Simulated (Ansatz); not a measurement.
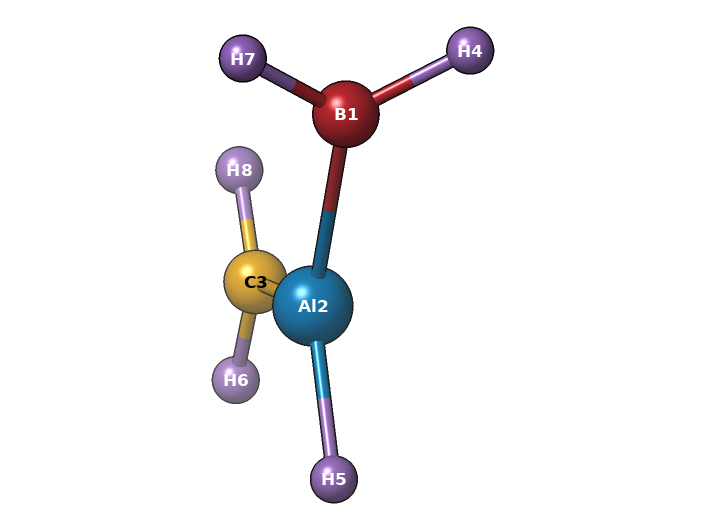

C3 lies behind Al2. The molecule seen a little off the Al2–C3 bond, Al2 in front. Distant atoms are faded towards the background colour. Charge 0, doublet. Computed geometry: PBE-D4/def2-SVP optimisation. No frequency run is at hand to confirm it as a minimum.

> What is the torsion angle B1–Al2–C3–H6? The sign is positive where the front bond must turn clockwise to cover the back bond.

−179°, antiperiplanar (anti).
